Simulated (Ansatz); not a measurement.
A series of calculations on BNH4Cl2

**1. Relaxation**

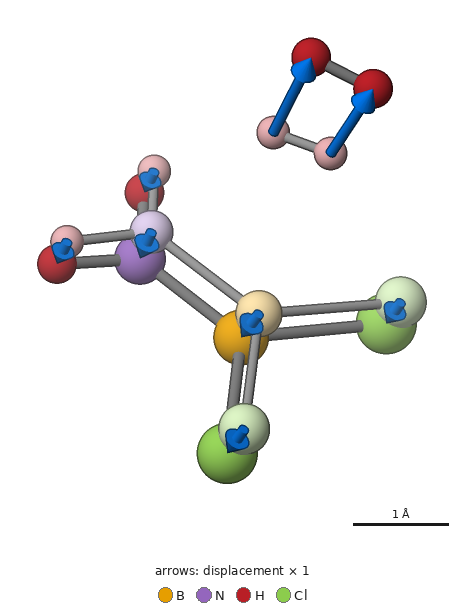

A relaxation of BNH₄Cl₂. The starting structure is drawn faded, the final one solid; blue arrows show the displacements, at their true length. The two geometries are superimposed by the best rigid fit.

The picture is a ball-and-stick view, seen at a tilt.

The run prepares an end point of a later path (reaction) calculation, from a guessed geometry.

All numbers below come from RHF/def2-SVP in Ansatz.

Input file:
```yaml
crystal:
  periodic: [false, false, false]
  atoms:
    - { symbol: B, position_ang: [0.002594, -0.194671, 0.252555] }
    - { symbol: "N", position_ang: [0.020628, -0.275617, 1.707792] }
    - { symbol: H, position_ang: [-0.793515, -0.52332, 2.230995] }
    - { symbol: H, position_ang: [0.869945, -0.215406, 2.230316] }
    - { symbol: Cl, position_ang: [1.503608, 0.103417, -0.630849] }
    - { symbol: Cl, position_ang: [-1.506389, -0.47424, -0.624329] }
    - { symbol: H, position_ang: [-0.477002, 2.154711, 0.457087] }
    - { symbol: H, position_ang: [-0.41027, 1.878927, 1.106832] }
basis:
  gaussian: { orbitals: def2-SVP }
hamiltonian:
  xc: hf
relax:
  f_tol: 0.03
  max_steps: 50
output:
  orbitals: {}
```

Run as
```bash
ansatz run input.yaml --threads 1 --pin off --max-ram 2048MiB --backend cpu --events-out ev --progress --plain --runs-dir out
```

**Which element moves most?**

Hydrogen: up to 1.19 Å, against 0.42 Å for boron.

**What happened in the run?**

The energy falls by 10.8 kcal/mol in 13 geometry steps. The largest force component goes from 2.7 to 0.017 eV/Å. The largest move after the best rigid fit is that of H8, 1.19 Å. Largest moves by element: H 1.19 Å, B 0.42 Å, Cl 0.41 Å, N 0.40 Å. Some distances before and after: B1–N2 1.458 → 1.382 Å, H7–H8 0.709 → 0.747 Å, B1–Cl5 1.767 → 1.775 Å.

Limits of the set-up: the start holds two separate molecules, 2.3 Å apart at their closest, whose relative position is a soft coordinate and is computed without a dispersion correction; Hartree-Fock leaves out electron correlation.

**2. Relaxation**

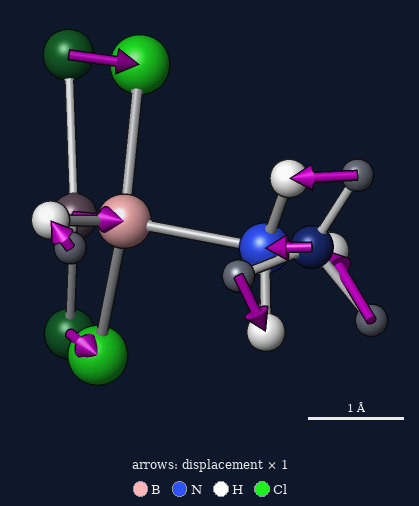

A relaxation of BNH4Cl2. The starting structure is drawn faded, the final one solid; purple arrows show the displacements, at their true length. The two geometries are superimposed by the best rigid fit.

The picture is a ball-and-stick view, seen at a tilt.

The run prepares an end point of a later path (reaction) calculation, from a guessed geometry.

Computed with RHF/def2-SVP (Ansatz 0.2.0).

Input
```yaml
crystal:
  periodic: [false, false, false]
  atoms:
    - { symbol: B, position_ang: [-0.102141, 0.481381, -0.5643] }
    - { symbol: "N", position_ang: [-0.071229, 0.067845, 2.147941] }
    - { symbol: H, position_ang: [-0.820382, -0.280252, 2.720523] }
    - { symbol: H, position_ang: [0.782439, 0.087595, 2.67861] }
    - { symbol: Cl, position_ang: [1.480703, -0.06223, -1.090381] }
    - { symbol: Cl, position_ang: [-1.554929, -0.363481, -1.070325] }
    - { symbol: H, position_ang: [-0.207744, 1.496333, 0.046707] }
    - { symbol: H, position_ang: [-0.297117, 1.02661, 1.861625] }
basis:
  gaussian: { orbitals: def2-SVP }
hamiltonian:
  xc: hf
relax:
  f_tol: 0.03
  max_steps: 50
```

Launched with:
```bash
ansatz run input.yaml --threads 1 --pin off --max-ram 2048MiB --backend cpu --events-out ev --progress --plain --runs-dir out
```

Q: What did the optimiser do to the structure, and how much energy did it gain?

A: The largest move after the best rigid fit is that of H3, 1.10 Å. By element the largest moves are H 1.10 Å, Cl 0.76 Å, B 0.64 Å, N 0.51 Å. Near-neighbour distances that change, for instance: B1–N2 2.744 → 1.629 Å, B1–Cl5 1.754 → 1.854 Å, B1–Cl6 1.755 → 1.853 Å, N2–H8 1.026 → 1.009 Å. New bonds form, among them: B1–N2 (2.74 → 1.63 Å). Among the angles between lasting bonds that change: Cl5–B1–H7 119.9° → 113.0°, Cl5–B1–Cl6 120.7° → 114.1°, Cl6–B1–H7 119.0° → 113.0°. After 16 accepted moves (17 points after the start) the energy has fallen by 1.049 eV. Largest force component: 1 eV/Å at the start, 0.012 eV/Å at the end. The line search rejected the trial step at point 11 of the run. The run took 24 s on 1 thread of Arm Neoverse V2, on a shared host, peak memory 0.15 GiB.

Limits of the set-up: Hartree-Fock leaves out electron correlation.

**3. Path**

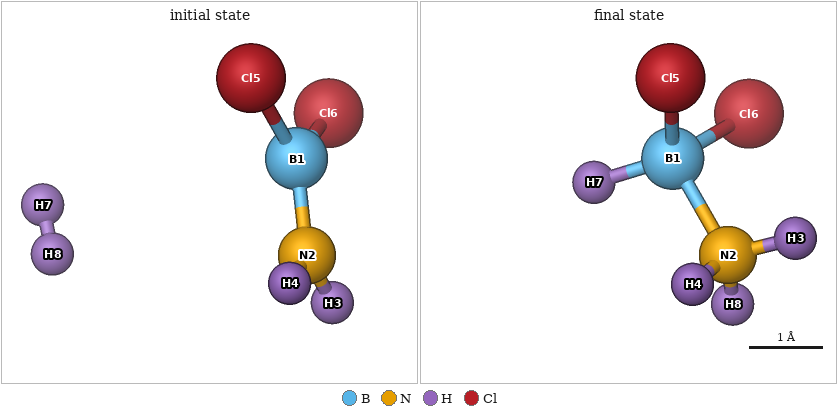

The two relaxed end points of a path for BNH4Cl2, made up at the start of BNH₂Cl₂ and H$_{2}$. Style: ball-and-stick. Shown at a tilt.

Computed with RHF/def2-SVP (Ansatz).

Settings: 9 movable images; climbing image; force threshold 0.03 eV/Å; iteration limit 60.

Start:
```xyz
8

B     0.0890   -0.5999    0.2884
N     0.0996   -0.6620    1.6686
H    -0.7271   -0.8286    2.2038
H     0.9347   -0.5441    2.2038
Cl    1.5923   -0.3022   -0.6077
Cl   -1.4278   -0.8190   -0.6077
H    -0.7352    3.1621    0.4262
H    -0.6159    3.0474    1.1549
```

End:
```xyz
8

B    -0.0322    0.4788    0.0708
N    -0.1458    0.2931    1.6856
H    -0.3152   -0.6766    1.9103
H     0.7110    0.5774    2.1362
Cl    1.4112   -0.5794   -0.4113
Cl   -1.6614   -0.1246   -0.5750
H     0.1515    1.6443   -0.1390
H    -0.9094    0.8409    2.0529
```

> What barrier does the band find between them, and by what path?

Forward barrier 236.7 kJ/mol, backward barrier 240.7 kJ/mol, with image 5 at the top; the reaction energy is −4.0 kJ/mol. Breaking: H7–H8 (0.75 → 0.99 at the top → 2.56 Å). Forming: B1–H7 (3.85 → 1.38 at the top → 1.20 Å), N2–H8 (3.81 → 1.36 at the top → 1.01 Å). The band converged in 15 iterations. The largest component of the band force went from 6.2 to 0.027 eV/Å. The climbing image converged on the top of the path. Its vibrational analysis gives one imaginary mode (1852i cm⁻¹), as a transition state must have.

Energies of the converged images:

| image | path (Å) | E (kJ/mol) |
| --- | --- | --- |
| 0 | 0.00 | 0.0 |
| 1 | 0.58 | 0.5 |
| 2 | 1.16 | 4.5 |
| 3 | 1.75 | 23.7 |
| 4 | 2.33 | 105.7 |
| 5 | 2.91 | 236.7 |
| 6 | 3.40 | 93.4 |
| 7 | 3.90 | 12.6 |
| 8 | 4.39 | 3.0 |
| 9 | 4.89 | -1.5 |
| 10 | 5.38 | -4.0 |

The geometry at the top of the path:

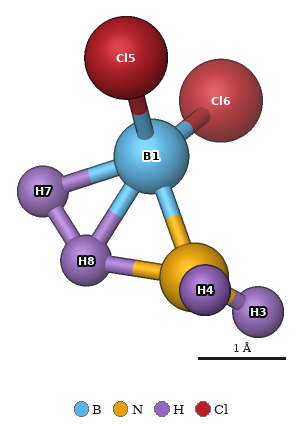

Limits of the set-up: the start holds two separate molecules, 3.8 Å apart at their closest, whose relative position is a soft coordinate and is computed without a dispersion correction; Hartree-Fock leaves out electron correlation.

The run took 2.4 min on 1 thread of Arm Neoverse V2, on a shared host, peak memory 0.15 GiB.
